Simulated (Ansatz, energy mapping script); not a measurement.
# EuCd2Sb2: exchange couplings from total energies

How strongly do the moments of EuCd2Sb2 couple under PBEsol+U (4.5 eV)? The plan is to run several orders and fit a Heisenberg model.

Calculated with Ansatz 0.2.0; PBEsol with U = 4.5 eV on Eu f, ortho-atomic projectors; plane waves, U on orthogonalised atomic orbitals unless named otherwise, collinear spin, no spin–orbit coupling.

### 1. Starting point

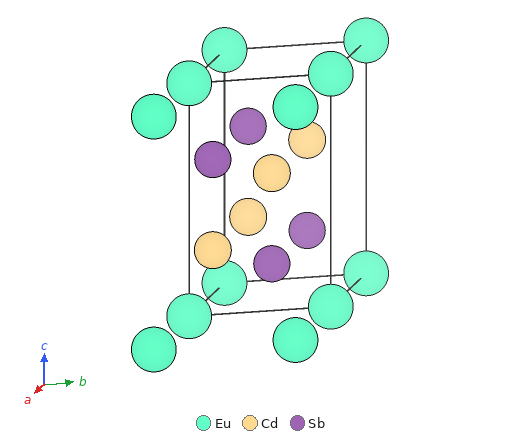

The cell as given, slightly off an axis (europium green, cadmium orange, antimony purple). 2×1×1 cells are drawn. Some periodic images of atoms are drawn too.

The cell comes from a database of computed structures, and need not be the one that the compound takes in experiment.

The U corrects the self-interaction that lets semilocal functionals spread d and f electrons too far. Its value here is typed, not computed.

### 2. A run to fix the orbital filling

A corrected shell can settle in several orbital fillings. One parallel run, with an occupation width a fifth wider than the orders use, therefore is to supply the occupation matrices. All orders start from them.

input.yaml

```yaml
crystal:
  lattice:
    - [4.743921585, 0.0, 0.0]
    - [-2.371960792, 4.108356606, 0.0]
    - [0.0, 0.0, 7.70451817]
  atoms:
    - { symbol: Eu, position: [0.0, 0.0, 0.0], spin: 7.0 }
    - { symbol: Cd, position: [0.666666667, 0.333333333, 0.36530419] }
    - { symbol: Cd, position: [0.333333333, 0.666666667, 0.63469581] }
    - { symbol: Sb, position: [0.666666667, 0.333333333, 0.75441209] }
    - { symbol: Sb, position: [0.333333333, 0.666666667, 0.24558791] }
magnetization:
  spin_polarized: true
kpoints:
  mp_grid: { grid: [7, 7, 4] }
hamiltonian:
  xc: pbesol
  hubbard:
    sites: [{ species: Eu, l: f, u_eff: 4.5 }]
    projectors: ortho-atomic
scf:
  occupations: { method: fermi_dirac, width: 0.12 }
output:
  eigenvalues: true
```

Command:

```bash
ansatz run input.yaml --threads 4 --pin off --max-ram 8192MiB --backend cpu --events-out ev --progress --plain --runs-dir out
```

Numbers of over 12 decimals in the logs are rounded to 6 here.

What it wrote:

```text
Engine: ansatz 0.2.0, x86_64-unknown-linux-gnu
Pseudopotentials: kind: paw
Pseudopotential: Eu, paw, valence charge 17, recommended cutoff 420 eV (normal), Eu.paw.azcp
Pseudopotential: Cd, paw, valence charge 20, recommended cutoff 420 eV (normal), Cd.paw.azcp
Pseudopotential: Sb, paw, valence charge 15, recommended cutoff 420 eV (normal), Sb.paw.azcp
Functional definition: PBEsol
  exchange = pbesol_x
  correlation = pbesol_c
Crystal: 5 atoms, lattice volume = 150.159 Å³
Basis set: ecut = 420 eV, 2875 PW (Γ)
Bands: 57, of which v1, the nominal top of the filled ones, is band 44 counted from 1 (43 counted from 0)
Symmetry: 12 space group operations
Space group: P-3m1 (ITA 164), of the structure as read, at distance tolerance 5.3e-5 Å
Magnetic group: BNS 164.85 (UNI 1315), of the structure as read, at distance tolerance 5.3e-5 Å
k-points: 28 of 196
Non-local potential: Eu, projectors of the file, l = 0: 3, l = 1: 2, l = 2: 2, l = 3: 3
Non-local potential: Cd, projectors of the file, l = 0: 3, l = 1: 2, l = 2: 2, l = 3: 1
Non-local potential: Sb, projectors of the file, l = 0: 2, l = 1: 2, l = 2: 2, l = 3: 2
PAW form: soft (Blöchl's): semilocal exchange-correlation on the pseudo side does not see the compensation charge
PAW frozen core: Eu, regenerated for the run's functional, and the local potential with it (the file was generated under x = pbe(κ = 0.804, μ = 0.219515), c = pbe(β = 0.066725))
PAW frozen core: Cd, regenerated for the run's functional, and the local potential with it (the file was generated under x = pbe(κ = 0.804, μ = 0.219515), c = pbe(β = 0.066725))
PAW frozen core: Sb, regenerated for the run's functional, and the local potential with it (the file was generated under x = pbe(κ = 0.804, μ = 0.219515), c = pbe(β = 0.066725))
PAW one-centre angular grid: Eu, 590 points (default); XC on 64 Gauss nodes
PAW one-centre angular grid: Cd, 590 points (default); XC on 64 Gauss nodes
PAW one-centre angular grid: Sb, 590 points (default); XC on 64 Gauss nodes
Initial density: superposition of atomic densities (chi_scale 0.1, normalization cell, long waves kept (reshape's long-wave potential 0.11 eV rms))
Initial wavefunctions: pseudopotential atomic-orbital guess
Functional: x = pbesol(κ = 0.804, μ = 0.123457), c = pbesol(β = 0.046)
SCF iter   1: F=—  HF=-37849.587536 eV  |F-HF|=—  |Δ(HF+E_count)|=         —  Δρ=3.31e-2 (↑3.31e-2 ↓2.05e-2)  dr2=2.03e0  dr2_m=5.15e-1  M=6.931 μB ∫|m|=7.070 μB  β_m=0.30  ethr=3.10e-3  ⟨swp⟩=6.3  Hψ=11686  notcnv=0  defer=4
preconditioner: auto → Kerker (q_TF=auto, 2.491 Å⁻¹)  [metal: Δε(μ)=0.148 eV  Ē_g=10.637 eV  σ=0.120 eV  W_gap=0.28  n_scr=36 (ndim 8)  ℏωp=20.6 eV  f_vac=0.035  D(μ)=0.61/eV (n_scr^D=2)]
[...]
SCF iter   4: F=—  HF=-37850.966385 eV  |F-HF|=—  |Δ(HF+E_count)|=   2.45e-5  Δρ=4.37e-5 (↑4.07e-5 ↓4.37e-5)  dr2=1.20e-4  dr2_m=7.48e-8  M=6.990 μB ∫|m|=7.190 μB  β_m=0.61  ethr=1.41e-7  ⟨swp⟩=1.5  Hψ=3376  notcnv=0
SCF iter   5: F=—  HF=-37850.966363 eV  |F-HF|=—  |Δ(HF+E_count)|=   2.19e-5  Δρ=2.05e-5 (↑2.05e-5 ↓1.51e-5)  dr2=7.64e-6  dr2_m=4.76e-8  M=6.990 μB ∫|m|=7.190 μB  β_m=0.75  ethr=1.38e-7  ⟨swp⟩=1.9  Hψ=3582  notcnv=0
SCF iter   6: F=—  HF=-37850.966362 eV  |F-HF|=—  |Δ(HF+E_count)|=   1.31e-6  Δρ=7.73e-6 (↑7.11e-6 ↓7.73e-6)  dr2=8.43e-7  dr2_m=1.08e-8  M=6.990 μB ∫|m|=7.190 μB  β_m=0.83  ethr=8.78e-9  ⟨swp⟩=2.0  Hψ=4254  notcnv=0
SCF iter   7: F=—  HF=-37850.966362 eV  |F-HF|=—  |Δ(HF+E_count)|=   7.41e-8  Δρ=4.96e-6 (↑4.96e-6 ↓3.60e-6)  dr2=2.57e-7  dr2_m=4.28e-9  M=6.990 μB ∫|m|=7.190 μB  β_m=0.91  ethr=9.69e-10  ⟨swp⟩=2.4  Hψ=4975  notcnv=0
SCF iter   8: F=-37850.966362 eV  HF=-37850.966362 eV  |F-HF|=2.43e-8  |Δ(HF+E_count)|=   5.69e-8  Δρ=1.80e-6 (↑1.80e-6 ↓1.56e-6)  dr2=3.31e-8  dr2_m=3.77e-10  M=6.990 μB ∫|m|=7.190 μB  ethr=1.15e-10  ⟨swp⟩=5.2  Hψ=9849  notcnv=0
SCF 1 converged in 8 iterations: F = -37850.966362 eV  dr2 = 3.31e-8
[...]
SCF converged after 16 iterations (8 of them in the search for the orbital order of the open f shells)
Magnetization: 6.9899 μB (46.9950 up, 40.0050 down)
Absolute magnetization: 7.1924 μB (∫|ρ↑−ρ↓|, with the PAW one-centre terms)
Spin contamination: 0.0344 ħ² per cell (⟨S²⟩ above its minimum at these occupations)
Per-site moments (μB) at R_I (Å): [(6.939349, 1.373184), (-0.00678478, 1.192142), (-0.00678478, 1.192142), (-0.024588, 1.192142), (-0.024588, 1.192142)]
Free energy (F): -37850.966362 eV
Harris-Foulkes:  -37850.966362 eV  (|F-HF|=2.43e-8)
Internal energy: -37850.949164 eV  (E = F + TS)
E sigma→0 (E₀):  -37850.957763 eV
Entropy (-TS):   -0.017198 eV (-3.440 meV/atom)
Fermi energy:    10.290933 eV
--- Per-component energies (eV) ---
  E_band       = -1300.109632
  E_kinetic    = 1774.070003
  E_local      = -12728.372193  (includes V_loc(G=0)·N_el)
  E_nonlocal   = 1286.685408
  E_hartree    = 5759.932307
  E_xc         = -800.279064
  E_vxc        = -835.862906  (∫ρ·V_xc dr)
  E_hubbard    = 0.116509  (on-site DFT+U / exact-exchange correction)
  E_vhub       = -15.439889  (the Hubbard potential's part of the band-sum identity)
  E_paw        = -23320.664077  (= ΣΔE_a)
  E_vpaw       = -2301.064109  (= ΣTr[D̂ρ^β])
  E_aug_tail   = 0.000020  (compensation charges beyond the density's cutoff)
  E_ewald      = -9824.372541
  E_core_change = 1.934465  (= ΣΔE_core)
  E_smearing   = -0.017198  (= −TS)
  E_closure    = 0.000000  (closes the sum)
  Σ components = -37850.966362   (vs F -37850.966362, Δ=0.00e0)
--- Band table (eV; the first three rows and the last of 56) ---
  k-point 0 ↑: bands = [... 40 lower, 8.7410, 8.7541, 8.7541, 8.7870, 10.1381, 10.4456, 10.4456, 10.5904, ... 9 higher]
  k-point 1 ↑: bands = [... 40 lower, 8.7409, 8.7870, 8.9167, 8.9167, 9.3039, 10.1338, 10.1338, 10.1802, ... 9 higher]
  k-point 2 ↑: bands = [... 40 lower, 8.7418, 8.7870, 8.8458, 9.1220, 9.1220, 9.8010, 9.8010, 10.1674, ... 9 higher]
  k-point 27 ↓: bands = [... 40 lower, 11.7588, 11.8163, 13.3349, 13.6945, 13.7562, 14.1059, 14.4484, 15.3206, ... 9 higher]
Occupation matrices written to <dir>
```

It took 13 s on 4 threads of Intel Xeon 6975P-C (Granite Rapids), shared host; peak memory 0.79 GiB; 38 s of CPU time.

Reading the cycles: dr2 is the Hartree energy of the density residual (eV), the measure of convergence; HF is the Harris–Foulkes estimate of the energy, which meets the free energy F at convergence.

This step gave:

| Property | Result |
| --- | --- |
| final state | ferromagnetic |
| electrons in the corrected shells | 6.966 e |
| largest moment | 6.939 μB |

### 3. Parallel start in cell A (10 atoms)

Each cell gets its own parallel run on the same mesh, so that most of the mesh error cancels in the differences.

input.yaml

```yaml
crystal:
  lattice:
    - [-4.743921585, 0.0, 0.0]
    - [1.0e-09, 8.216713212, 0.0]
    - [2.371960792, -4.108356606, -7.70451817]
  atoms:
    - { symbol: Eu, position: [0.0, 0.0, 0.0], spin: 7.0 }
    - { symbol: Eu, position: [0.5, 0.5, 0.0], spin: 7.0 }
    - { symbol: Cd, position: [0.317347904, 0.984014572, 0.63469581] }
    - { symbol: Cd, position: [0.817347905, 0.484014572, 0.63469581] }
    - { symbol: Cd, position: [0.682652096, 0.015985429, 0.36530419] }
    - { symbol: Cd, position: [0.182652095, 0.515985428, 0.36530419] }
    - { symbol: Sb, position: [0.122793954, 0.789460622, 0.24558791] }
    - { symbol: Sb, position: [0.622793955, 0.289460622, 0.24558791] }
    - { symbol: Sb, position: [0.877206045, 0.210539378, 0.75441209] }
    - { symbol: Sb, position: [0.377206045, 0.710539378, 0.75441209] }
magnetization:
  spin_polarized: true
kpoints:
  mp_grid: { grid: [6, 4, 6] }
hamiltonian:
  xc: pbesol
  hubbard:
    sites:
      - { species: Eu, l: f, u_eff: 4.5 }
      - { site: 0, l: f, u_eff: 4.5, starting_ns: [{ spin: up, occupation_matrix: eu1_major }, { spin: down, occupation_matrix: eu1_minor }] }
      - { site: 1, l: f, u_eff: 4.5, starting_ns: [{ spin: up, occupation_matrix: eu1_major }, { spin: down, occupation_matrix: eu1_minor }] }
    projectors: ortho-atomic
    occupation_matrices:
      eu1_major:
        matrix:
          - [0.995, 0.0, 0.0, 0.0, 0.0, 0.0, 0.002]
          - [0.0, 0.994, 0.0, 0.0, -0.002, 0.0, 0.0]
          - [0.0, 0.0, 0.994, -0.002, 0.0, 0.0, 0.0]
          - [0.0, 0.0, -0.002, 0.993, 0.0, 0.0, 0.0]
          - [0.0, -0.002, 0.0, 0.0, 0.993, 0.0, 0.0]
          - [0.0, 0.0, 0.0, 0.0, 0.0, 0.996, 0.0]
          - [0.002, 0.0, 0.0, 0.0, 0.0, 0.0, 0.993]
      eu1_minor:
        matrix:
          - [0.001, 0.0, 0.0, 0.0, 0.0, 0.0, -0.001]
          - [0.0, 0.001, 0.0, 0.0, 0.0, 0.0, 0.0]
          - [0.0, 0.0, 0.001, 0.0, 0.0, 0.0, 0.0]
          - [0.0, 0.0, 0.0, 0.002, 0.0, 0.0, 0.0]
          - [0.0, 0.0, 0.0, 0.0, 0.002, 0.0, 0.0]
          - [0.0, 0.0, 0.0, 0.0, 0.0, 0.001, 0.0]
          - [-0.001, 0.0, 0.0, 0.0, 0.0, 0.0, 0.002]
scf:
  occupations: { method: fermi_dirac, width: 0.1 }
output:
  eigenvalues: true
```

What it wrote:

```text
[...]
Crystal: 10 atoms, lattice volume = 300.318 Å³
Basis set: ecut = 420 eV, 5811 PW (Γ)
Bands: 113, of which v1, the nominal top of the filled ones, is band 87 counted from 1 (86 counted from 0)
Symmetry: 8 space group operations
[...]
k-points: 47 of 144
[...]
Starting moments: Σ|m| = 14 μB on 2 of 10 sites
[...]
SCF iter   1: F=—  HF=-75700.827806 eV  |F-HF|=—  |Δ(HF+E_count)|=         —  Δρ=1.70e-1 (↑1.70e-1 ↓1.27e-1)  dr2=1.62e1  dr2_m=6.00e1  M=14.062 μB ∫|m|=15.315 μB  β_m=1.00  ethr=3.10e-3  ⟨swp⟩=6.2  Hψ=36966  notcnv=0  defer=7
[...]
SCF iter   9: F=—  HF=-75701.827536 eV  |F-HF|=—  |Δ(HF+E_count)|=   1.16e-1  Δρ=1.08e-3 (↑1.08e-3 ↓4.45e-4)  dr2=4.75e-3  dr2_m=4.41e-4  M=13.974 μB ∫|m|=14.391 μB  β_m=0.30  ethr=1.18e-6  ⟨swp⟩=2.5  Hψ=17992  notcnv=0  defer=990
[...]
spin-set hold released at iteration 9 (site moments contracting): the magnetisation degrees of freedom join the quasi-Newton model from the next iteration; the mixer history was flushed
SCF iter  10: F=—  HF=-75701.878546 eV  |F-HF|=—  |Δ(HF+E_count)|=   5.10e-2  Δρ=4.44e-4 (↑3.58e-4 ↓4.44e-4)  dr2=1.19e-3  dr2_m=9.86e-5  M=13.973 μB ∫|m|=14.387 μB  β_m=0.57  ethr=1.18e-6  ⟨swp⟩=2.0  Hψ=15485  notcnv=0  defer=990
[...]
SCF iter  17: F=-75701.930889 eV  HF=-75701.930889 eV  |F-HF|=4.65e-8  |Δ(HF+E_count)|=   1.75e-8  Δρ=1.90e-6 (↑1.90e-6 ↓1.85e-6)  dr2=5.60e-8  dr2_m=4.02e-10  M=13.972 μB ∫|m|=14.384 μB  ethr=5.75e-11  ⟨swp⟩=13.6  Hψ=46995  notcnv=0
SCF 1 converged in 17 iterations: F = -75701.930889 eV  dr2 = 5.60e-8
[...]
SCF converged after 17 iterations
Magnetization: 13.9720 μB (93.9860 up, 80.0140 down)
Absolute magnetization: 14.3875 μB (∫|ρ↑−ρ↓|, with the PAW one-centre terms)
[...]
Per-site moments (μB) at R_I (Å): [(6.939216, 1.373184), (6.939216, 1.373184), (-0.00700464, 1.192142), (-0.00700464, 1.192142), (-0.00700464, 1.192142), (-0.00700464, 1.192142), (-0.025243, 1.192142), (-0.025243, 1.192142), (-0.025243, 1.192142), (-0.025243, 1.192142)]
Free energy (F): -75701.930889 eV
[...]
Internal energy: -75701.909546 eV  (E = F + TS)
E sigma→0 (E₀):  -75701.920218 eV
Entropy (-TS):   -0.021344 eV (-2.134 meV/atom)
Fermi energy:    10.284322 eV
[...]
--- Specified on-site occupations, and those of the state reported ---
  electrons in the specified blocks: 13.9360 specified, 13.9317 found
  site 0 (l=f) ↓: largest change of an orbital's occupation 0.0007; electrons 0.0100 specified, 0.0089 found; spectral distance 0.0007
[...]
site 0 (l=f) ↑: largest change of an orbital's occupation 0.0004; electrons 6.9580 specified, 6.9569 found; spectral distance 0.0006
[...]
--- Band table (eV; the first three rows and the last of 94) ---
  k-point 0 ↑: bands = [... 83 lower, 8.7506, 8.7538, 8.7543, 8.7546, 8.7717, 8.7876, 9.4046, 9.5342, ... 22 higher]
  k-point 1 ↑: bands = [... 83 lower, 8.7504, 8.7539, 8.7707, 8.7875, 8.8369, 8.8371, 9.2058, 9.3154, ... 22 higher]
  k-point 2 ↑: bands = [... 83 lower, 8.7489, 8.7540, 8.7649, 8.7875, 8.8650, 9.0069, 9.0071, 9.0175, ... 22 higher]
  k-point 46 ↓: bands = [... 83 lower, 12.0099, 12.0375, 12.6631, 12.7031, 13.4747, 13.8164, 14.1667, 14.4762, ... 22 higher]
Occupation matrices written to <dir>
```

Run time: 53 s. Hardware: 4 threads; peak memory 2.8 GiB; 2.8 min of CPU time.

Spin moment in the sphere by atom:

```
atom  spin moment in the sphere (μB)
 Eu1                            6.94
 Eu2                            6.94
 Cd3                           -0.01
 Cd4                           -0.01
 Cd5                           -0.01
 Cd6                           -0.01
 Sb7                           -0.03
 Sb8                           -0.03
 Sb9                           -0.03
Sb10                           -0.03
```

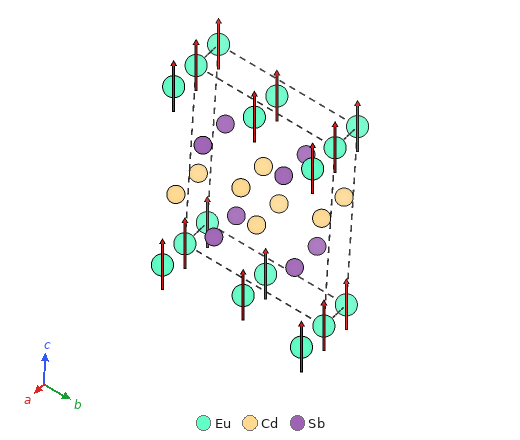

Spin moment in the sphere as arrows, the longest 6.94 μB. Up and down stand for the sign. Arrows give size and sign along the axis of quantisation, drawn up and down the page. 2×1×1 cells are drawn. Some periodic images of atoms are drawn too.

The run ends ferromagnetic.

### 4. Order 2: compensated +−, cell A of 10 atoms

This order reverses 4 of the 6 neighbours at 4.74 Å, counted for an average magnetic atom.

Changes to input.yaml since step 3:

```diff
@@ -7,3 +7,3 @@
     - { symbol: Eu, position: [0.0, 0.0, 0.0], spin: 7.0 }
-    - { symbol: Eu, position: [0.5, 0.5, 0.0], spin: 7.0 }
+    - { symbol: Eu, position: [0.5, 0.5, 0.0], spin: -7.0 }
     - { symbol: Cd, position: [0.317347904, 0.984014572, 0.63469581] }
@@ -26,3 +26,3 @@
       - { site: 0, l: f, u_eff: 4.5, starting_ns: [{ spin: up, occupation_matrix: eu1_major }, { spin: down, occupation_matrix: eu1_minor }] }
-      - { site: 1, l: f, u_eff: 4.5, starting_ns: [{ spin: up, occupation_matrix: eu1_major }, { spin: down, occupation_matrix: eu1_minor }] }
+      - { site: 1, l: f, u_eff: 4.5, starting_ns: [{ spin: up, occupation_matrix: eu1_minor }, { spin: down, occupation_matrix: eu1_major }] }
     projectors: ortho-atomic
```

What it wrote:

```text
[...]
Crystal: 10 atoms, lattice volume = 300.318 Å³
Basis set: ecut = 420 eV, 5811 PW (Γ)
Bands: 113, of which v1, the nominal top of the filled ones, is band 87 counted from 1 (86 counted from 0)
Symmetry: 4 space group operations
[...]
k-points: 47 of 144
[...]
Starting moments: Σ|m| = 14 μB on 2 of 10 sites
Starting magnetic order: antiferromagnet; a translation exchanges its spin sublattices: spin-degenerate at every k-point
[...]
WARN: the translation (0.5, 0.5, 0) carries every atom to within crystal.symmetry.tolerance of an atom of its element with the starting moment reversed, but both spin channels are solved: site 2 translated lies 5.00e-10 (fractional; 4.11e-9 Å) from site 3 (counted from 0 in this solve's list of atoms, which can differ from the deck's where the deck declares a space group, asks for a supercell or sets defects), and on [...]
SCF iter   1: F=—  HF=-75700.927061 eV  |F-HF|=—  |Δ(HF+E_count)|=         —  Δρ=1.50e-1 (↑1.50e-1 ↓1.50e-1)  dr2=1.63e1  dr2_m=6.00e1  M=0.000 μB ∫|m|=15.127 μB  β_m=1.00  ethr=3.10e-3  ⟨swp⟩=6.0  Hψ=37453  notcnv=0  defer=14
[...]
SCF iter   2: F=—  HF=-75686.685290 eV  |F-HF|=—  |Δ(HF+E_count)|=    1.42e1  Δρ=2.62e-2 (↑2.62e-2 ↓2.62e-2)  dr2=7.35e0  dr2_m=1.24e0  M=-0.000 μB ∫|m|=14.684 μB  β_m=1.00  ethr=3.10e-3  ⟨swp⟩=4.0  Hψ=30564  notcnv=0  defer=224
[...]
spin=Collinear: Resta preconditioning applied to the charge; magnetization (m = ρ↑ − ρ↓) channel mixes plain (no charge-response kernel on spin).
SCF iter   3: F=—  HF=-75690.261602 eV  |F-HF|=—  |Δ(HF+E_count)|=    3.58e0  Δρ=6.05e-3 (↑6.05e-3 ↓6.05e-3)  dr2=1.11e0  dr2_m=6.09e-3  M=-0.000 μB ∫|m|=14.459 μB  β_m=1.00  ethr=3.10e-3  ⟨swp⟩=3.0  Hψ=19014  notcnv=0  defer=1024
[...]
SCF iter  14: F=-75701.927414 eV  HF=-75701.927414 eV  |F-HF|=4.37e-11  |Δ(HF+E_count)|=   3.09e-8  Δρ=5.67e-7 (↑5.20e-7 ↓5.67e-7)  dr2=5.68e-9  dr2_m=9.95e-11  M=-0.000 μB ∫|m|=14.319 μB  ethr=3.41e-11  ⟨swp⟩=1.5  Hψ=28606  notcnv=0
SCF 1 converged in 14 iterations: F = -75701.927414 eV  dr2 = 5.68e-9
[...]
SCF converged after 14 iterations
an eigenvalue changed by more than its tolerance at an iteration that met the thresholds in force, so the SCF went on 1 time: the last check found none over its tolerance
Magnetization: -0.0000 μB (87.0000 up, 87.0000 down)
Absolute magnetization: 14.3227 μB (∫|ρ↑−ρ↓|, with the PAW one-centre terms)
[...]
Per-site moments (μB) at R_I (Å): [(6.942590, 1.373184), (-6.942591, 1.373184), (0.00311088, 1.192142), (-0.00311086, 1.192142), (0.00311088, 1.192142), (-0.00311086, 1.192142), (0.00826517, 1.192142), (-0.00826515, 1.192142), (0.00826517, 1.192142), (-0.00826515, 1.192142)]
Free energy (F): -75701.927414 eV
[...]
Internal energy: -75701.905970 eV  (E = F + TS)
E sigma→0 (E₀):  -75701.916692 eV
Entropy (-TS):   -0.021443 eV (-2.144 meV/atom)
Fermi energy:    10.281097 eV
[...]
--- Specified on-site occupations, and those of the state reported ---
  electrons in the specified blocks: 13.9360 specified, 13.9345 found
[...]
--- Band table (eV; the first three rows and the last of 94) ---
  k-point 0 ↑: bands = [... 83 lower, 9.4255, 10.0296, 10.3340, 10.3395, 10.5459, 10.7328, 11.0390, 11.4916, ... 22 higher]
  k-point 1 ↑: bands = [... 83 lower, 9.2254, 9.6036, 10.1837, 10.1857, 10.1885, 10.9173, 11.3529, 11.5130, ... 22 higher]
  k-point 2 ↑: bands = [... 83 lower, 9.0646, 9.0890, 9.8754, 9.8784, 10.1766, 10.6536, 11.5390, 11.9477, ... 22 higher]
  k-point 46 ↓: bands = [... 83 lower, 8.8283, 9.0326, 9.1342, 9.2253, 10.6442, 10.9313, 11.5071, 11.9348, ... 22 higher]
Occupation matrices written to <dir>
```

Elapsed: 53 s, on 4 threads; peak memory 2.9 GiB.

Spin moment in the sphere by atom:

```
atom  spin moment in the sphere (μB)
 Eu1                            6.94
 Eu2                           -6.94
 Cd3                            0.00
 Cd4                            0.00
 Cd5                            0.00
 Cd6                            0.00
 Sb7                            0.01
 Sb8                           -0.01
 Sb9                            0.01
Sb10                           -0.01
```

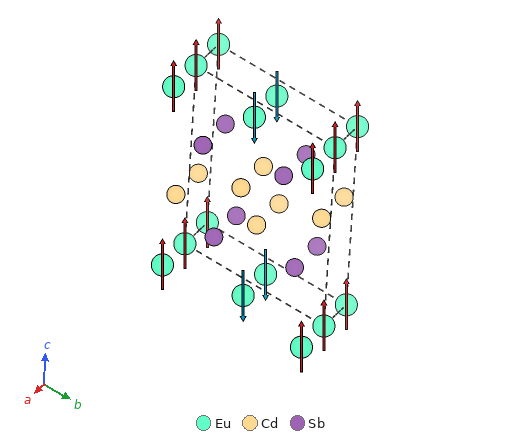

Spin moment in the sphere as arrows, the longest 6.94 μB. Up and down stand for the sign. Arrows give size and sign along the axis of quantisation, drawn up and down the page. The two directions have two colours. 2×1×1 cells are drawn. Some periodic images of atoms are drawn too.

The run ends antiferromagnetic, 1.76 meV a magnetic atom above the parallel order of its cell (energies taken at zero occupation width, not the printed F).

(Part 1 of 2 ends here.)

[Logs and program files are shortened in this print: banners, set-up blocks, solver, clock and traceback lines can be left out without a mark of their own.]

[Logs are printed without paths, hosts, clocks, repeated set-up lines and the standing remarks that a program may print on its own settings, such as how far it seeks lower states.]

[Hosts, paths, dates, database ids (printed as entryN), source tags and the programs' standing remarks are cut or masked in the printed files.]

[Where a cell is said to come from a database of computed structures, the database is the Materials Project.]
